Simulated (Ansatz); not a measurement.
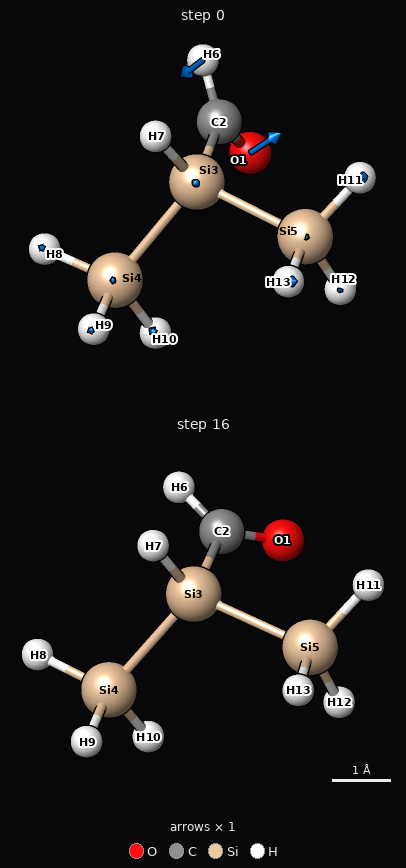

The structure of CH₈OSi₃ (coarse preliminary run) before (top) and after (bottom) a relaxation, at one scale. The blue arrows give the displacements, at their true length.

A ball-and-stick model, seen at a tilt.

The start comes from a force field.

All numbers below come from RKS PBE-D4/def2-SVP in Ansatz. Set-up: force threshold 0.03 eV/Å; at most 200 steps.

Question: What changed between the two?

Answer: The atom that moves furthest after the best rigid fit is O1 (0.77 Å). Largest moves by element: O 0.77 Å, H 0.67 Å, Si 0.14 Å, C 0.04 Å. Some distances before and after: C2–Si3 1.824 → 1.953 Å, Si5–H13 1.428 → 1.506 Å, Si3–Si5 2.277 → 2.351 Å, Si4–H9 1.441 → 1.506 Å. Bond angles that change, for instance: C2–Si3–Si5 110.6° → 104.5°, O1–C2–H6 126.1° → 120.5°, O1–C2–Si3 116.0° → 120.9°. Groups turn about C2–Si3 by about 40°. Over 12 accepted moves (16 points after the start) the energy falls by 0.487 eV. The largest force component goes from 3.2 to 0.024 eV/Å. The line search rejected the trial steps at points 6, 8, 12, 14 of the run.
